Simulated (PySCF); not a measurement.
Geometry relaxation of C$_{2}$H$_{8}$GeSi

- system: C$_{2}$H$_{8}$GeSi, multiplicity 3
- method: PBE0-D3(BJ)/def2-SVP geometry optimisation, gas phase (PySCF 2.14.0)

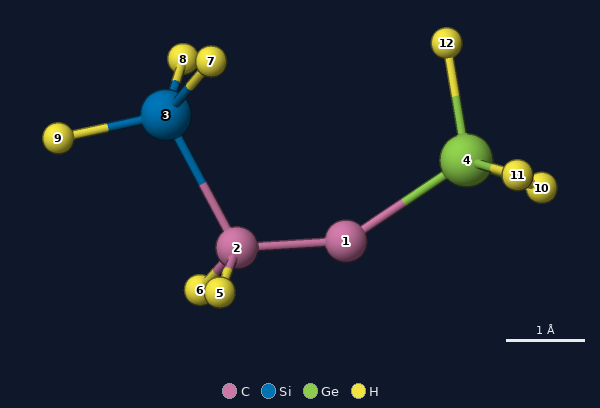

Fig. 1: The input geometry (ball-and-stick view, seen on its broad side; atoms are numbered from 1 in the order of the input). Sticks mark near contacts. Bond lengths as drawn: C–C 1.42 Å, C–Ge 1.88 Å, C–H 1.10 Å, C–Si 1.95 Å, Ge–H 1.48 to 1.54 Å and H–Si 1.44 to 1.48 Å.

## Input file
```
{"job": {"xc": "PBE0", "basis": "def2-SVP", "d3": "d3bj", "grid": 2, "kind": "geom", "shake": 0.01}, "charge": 0, "multiplicity": 3}
C      0.928988     0.450235    -0.512031
C      0.334058    -0.728380    -1.039518
Si    -1.378458    -1.211646    -0.245383
Ge     1.033957     1.647113     0.931053
H      1.011819    -1.587047    -0.913793
H      0.165588    -0.629862    -2.119857
H     -1.129393    -1.432491     1.191779
H     -2.291049    -0.118669    -0.482309
H     -1.788550    -2.437360    -0.878652
H      1.390978     2.994801     0.440338
H      2.045217     1.232966     1.939221
H     -0.284664     1.792756     1.706153
```

The first line tells a small driver script what to run in PySCF; the rest is the geometry in Å.

Machine: 1 CPU thread, shared host.

Run as:
```bash
OMP_NUM_THREADS=1 python <driver script> task.json out
```

## The program's output
```
step   0  E = -2446.48521133  max force = 0.034828
step   1  E = -2446.49230554  max force = 0.005529
step   2  E = -2446.49256110  max force = 0.002185
step   3  E = -2446.49257836  max force = 0.000746
step   4  E = -2446.49258181  max force = 0.000294
optimisation converged
```

## Trajectory as extended XYZ (Å, eV, eV/Å), 5 frames, from step=0 to step=4
```
12
Properties=species:S:1:pos:R:3:forces:R:3 step=0 energy=-66572.25348
C     0.9290    0.4502   -0.5120    0.2213   0.7624   0.2842
C     0.3341   -0.7284   -1.0395   -0.7077  -0.7251  -0.0025
Si   -1.3785   -1.2116   -0.2454    1.7909   0.3990  -0.0136
Ge    1.0340    1.6471    0.9311   -0.7480  -0.3100   0.0613
H     1.0118   -1.5871   -0.9138    0.0656  -0.3762  -0.0048
H     0.1656   -0.6299   -2.1199   -0.1061  -0.0500  -0.3882
H    -1.1294   -1.4325    1.1918   -0.1191  -0.0275   0.3638
H    -2.2910   -0.1187   -0.4823   -0.7364   0.6404  -0.0755
H    -1.7886   -2.4374   -0.8787   -0.5099  -0.9141  -0.4309
H     1.3910    2.9948    0.4403    0.3286   1.0751  -0.4713
H     2.0452    1.2330    1.9392    0.8143  -0.3846   0.6756
H    -0.2847    1.7928    1.7062   -0.2935  -0.0892   0.0020
12
Properties=species:S:1:pos:R:3:forces:R:3 step=1 energy=-66572.44652
C     0.8810    0.4332   -0.5447   -0.0382  -0.0402  -0.0262
C     0.2950   -0.7914   -1.0807    0.2843   0.1156  -0.0499
Si   -1.3450   -1.2475   -0.2448   -0.1854  -0.0362   0.0680
Ge    1.0010    1.6381    0.9171    0.0313   0.1117   0.1804
H     0.9875   -1.6531   -0.9698   -0.0501  -0.0005   0.0099
H     0.1136   -0.6945   -2.1710   -0.0569  -0.0272   0.0506
H    -1.1490   -1.4532    1.2239    0.0518   0.0083  -0.0443
H    -2.3479   -0.1611   -0.4410    0.0119   0.0624  -0.0074
H    -1.8887   -2.5004   -0.8450   -0.0064  -0.0871  -0.0168
H     1.3907    3.0383    0.3804   -0.0422  -0.1739   0.0689
H     2.0804    1.1707    1.9390   -0.1588   0.0680  -0.1578
H    -0.3671    1.7359    1.6554    0.1587  -0.0010  -0.0756
12
Properties=species:S:1:pos:R:3:forces:R:3 step=2 energy=-66572.45348
C     0.8817    0.4346   -0.5449   -0.0421  -0.0342  -0.0266
C     0.2998   -0.7900   -1.0816    0.1124   0.0570  -0.0007
Si   -1.3483   -1.2478   -0.2460   -0.0694  -0.0124  -0.0059
Ge    0.9967    1.6381    0.9195    0.0156   0.0078   0.0215
H     0.9872   -1.6544   -0.9689   -0.0203  -0.0076   0.0069
H     0.1094   -0.6970   -2.1694   -0.0222  -0.0077   0.0030
H    -1.1338   -1.4481    1.2187    0.0148  -0.0024   0.0009
H    -2.3425   -0.1507   -0.4422    0.0166   0.0102  -0.0001
H    -1.8927   -2.5081   -0.8408    0.0106  -0.0065   0.0077
H     1.3883    3.0282    0.3897    0.0004  -0.0048  -0.0023
H     2.0660    1.1718    1.9317   -0.0045  -0.0031  -0.0089
H    -0.3603    1.7383    1.6529   -0.0117   0.0036   0.0044
12
Properties=species:S:1:pos:R:3:forces:R:3 step=3 energy=-66572.45395
C     0.8811    0.4348   -0.5467   -0.0268  -0.0036  -0.0110
C     0.3021   -0.7895   -1.0836    0.0384   0.0142   0.0014
Si   -1.3476   -1.2466   -0.2456   -0.0174  -0.0001  -0.0046
Ge    0.9934    1.6369    0.9200   -0.0007  -0.0072   0.0014
H     0.9865   -1.6558   -0.9699   -0.0050  -0.0044   0.0023
H     0.1066   -0.6983   -2.1706   -0.0046  -0.0020  -0.0017
H    -1.1249   -1.4446    1.2183    0.0011  -0.0024   0.0018
H    -2.3367   -0.1450   -0.4415    0.0057   0.0004   0.0015
H    -1.8924   -2.5087   -0.8361    0.0046   0.0018   0.0055
H     1.3885    3.0258    0.3917    0.0025   0.0073  -0.0044
H     2.0601    1.1669    1.9315    0.0066  -0.0062   0.0071
H    -0.3652    1.7390    1.6512   -0.0044   0.0022   0.0005
12
Properties=species:S:1:pos:R:3:forces:R:3 step=4 energy=-66572.45404
C     0.8801    0.4355   -0.5485   -0.0151   0.0123  -0.0053
C     0.3033   -0.7889   -1.0855    0.0039  -0.0095   0.0017
Si   -1.3462   -1.2457   -0.2447    0.0049   0.0035  -0.0017
Ge    0.9911    1.6360    0.9199    0.0045  -0.0063  -0.0001
H     0.9868   -1.6559   -0.9716    0.0008  -0.0001   0.0003
H     0.1050   -0.6986   -2.1721    0.0023   0.0000  -0.0003
H    -1.1197   -1.4430    1.2188   -0.0018  -0.0008   0.0006
H    -2.3336   -0.1427   -0.4395   -0.0005  -0.0009   0.0009
H    -1.8915   -2.5087   -0.8322   -0.0005   0.0005   0.0012
H     1.3906    3.0246    0.3930    0.0015   0.0016  -0.0005
H     2.0548    1.1616    1.9333    0.0008  -0.0018   0.0035
H    -0.3692    1.7408    1.6479   -0.0011   0.0015  -0.0003
```

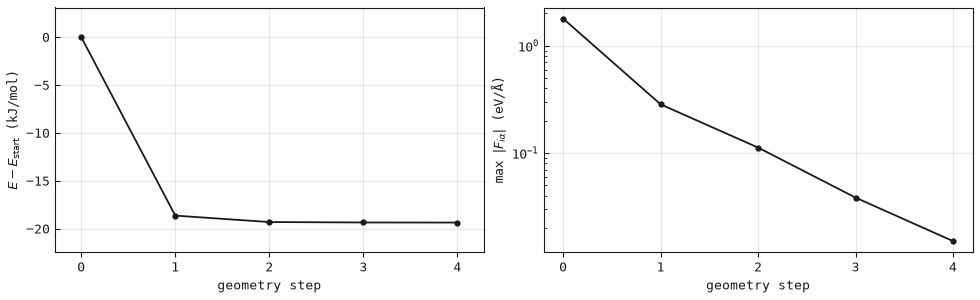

Fig. 2: Progress of the relaxation, step by step (steps are counted from 0).

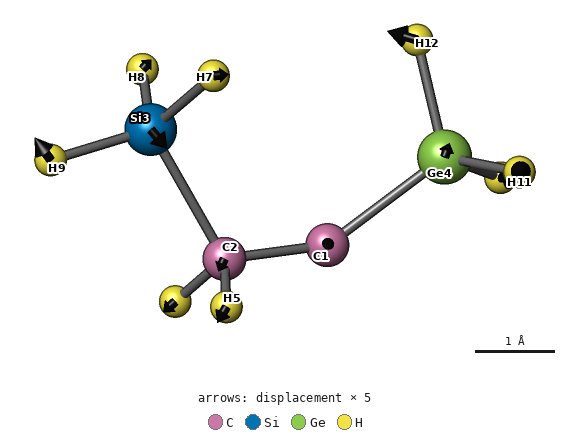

Fig. 3: The starting structure with the displacements as black arrows, magnified 5 times (ball-and-stick view, seen at a tilt). The two geometries are laid on each other by the best rigid fit. The energy falls by 19.4 kJ/mol in 4 geometry steps. The largest force component goes from 1.8 to 0.015 eV/Å. The largest move after the best rigid fit is that of H12, 0.084 Å. Largest moves by element: H 0.084 Å, Si 0.066 Å, Ge 0.039 Å, C 0.037 Å. Distances before and after: Ge4–H10 1.478 → 1.538 Å, Ge4–H11 1.487 → 1.544 Å, Si3–H9 1.439 → 1.496 Å, Si3–H8 1.443 → 1.493 Å. Among the angles that change: H8–Si3–H9 113.1° → 109.4°, C2–Si3–H9 106.4° → 110.1°, H7–Si3–H8 112.3° → 109.0°. (Atoms are counted from 1 in the order of the input.)

## Summary

- outcome: converged
- total energy: −2446.492582 hartree
- ⟨S²⟩: 2.011
- dipole moment: 0.80 D
- point group: C1
- wall time: 73 s
- peak memory: 0.6 GiB
